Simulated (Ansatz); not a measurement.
## Fields on a plane of La (dhcp type, space group P6_3/mmc)

```
La
1.0
    3.78558     0.00000     0.00000
   -1.89279     3.27841     0.00000
    0.00000     0.00000    12.03275
La
4
Direct
  0.00000   0.00000   0.00000
  0.00000   0.00000   0.50000
  0.33333   0.66667   0.25000
  0.66667   0.33333   0.75000
```

The slice is a (1 -1 0 0) plane (indices of the conventional cell) through the point (0.667, 0.333, 0.750) (fractional), spanned by u = [110] and v = [001] in vectors of this cell: u (3.79 Å) and v (12.03 Å, at 90° to u). It covers one period; positions are fractions (u, v).

Atoms on it: La at (0.00, 0.00).

Method: r2SCAN (plane waves to 500 eV, PAW, scalar-relativistic; Ansatz, an electronic-structure program). k mesh 14×14×4. These are valence fields of a PAW run, semicore shells included where kept as valence: close to a nucleus they are smooth pseudo fields. La is run without spin polarisation. La was relaxed with its symmetry unable to fall.

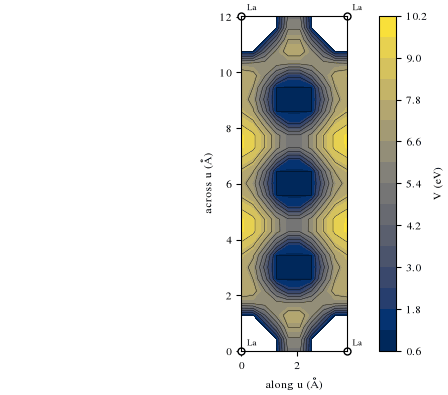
*Electrostatic potential energy of an electron, from the cell's mean, in eV, one period of the plane, atoms marked. Points within 1 Å of a nucleus are left white, as the pseudised field means little there. Values under 1 eV are set to 1. The zero, the cell's mean, hangs on the PAW cores.*

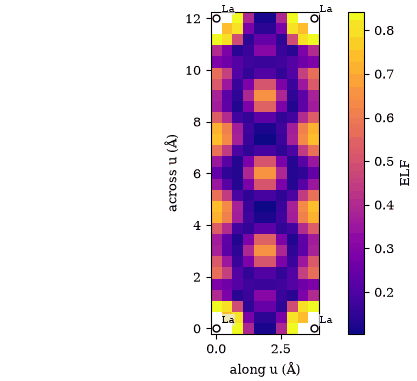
Figure. Electron localisation function (ELF), one period of the plane, atoms marked. Points within 0.5 Å of a nucleus are left white, as the pseudised field means little there.
